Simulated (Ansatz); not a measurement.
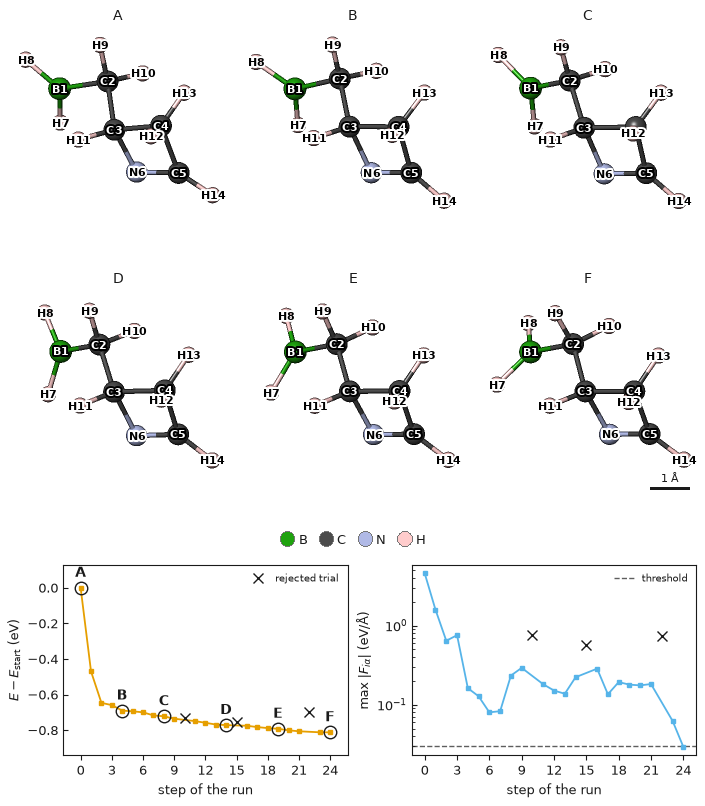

Frames of a relaxation of C₄H₈BN (coarse preliminary run), marked on the history of the run. Style: ball-and-stick. Shown from a free direction.

The start comes from a force field.

The calculation used Ansatz 0.2.0, RKS PBE-D4/def2-SVP. Set-up: force threshold 0.03 eV/Å; at most 200 steps.

### Describe the path.

Over 21 accepted moves (24 points after the start) the energy falls by 0.812 eV. The largest force component goes from 4.5 to 0.029 eV/Å. The line search rejected the trial steps at points 10, 15, 22 of the run. The atom that moves furthest after the best rigid fit is H8 (1.38 Å). By element the largest moves are H 1.38 Å, C 0.13 Å, B 0.13 Å, N 0.11 Å. Among the contacts that change: C3–N6 1.418 → 1.505 Å, B1–H8 1.153 → 1.218 Å, C5–H14 1.048 → 1.109 Å, C3–C4 1.513 → 1.565 Å. Bond angles that change, for instance: H12–C4–H13 122.4° → 108.7°, N6–C5–H14 133.9° → 126.3°, C2–C3–C4 112.4° → 119.8°. Groups turn about B1–C2 by about 90°. From step 0 to 4: H13 moves most (0.20 Å), energy −0.689 eV. From step 4 to 8: H8 moves most (0.42 Å), energy −0.032 eV. From step 8 to 14: H7 moves most (0.56 Å), energy −0.049 eV. From step 14 to 19: H7 moves most (0.42 Å), energy −0.021 eV. From step 19 to 24: H7 moves most (0.39 Å), energy −0.020 eV.
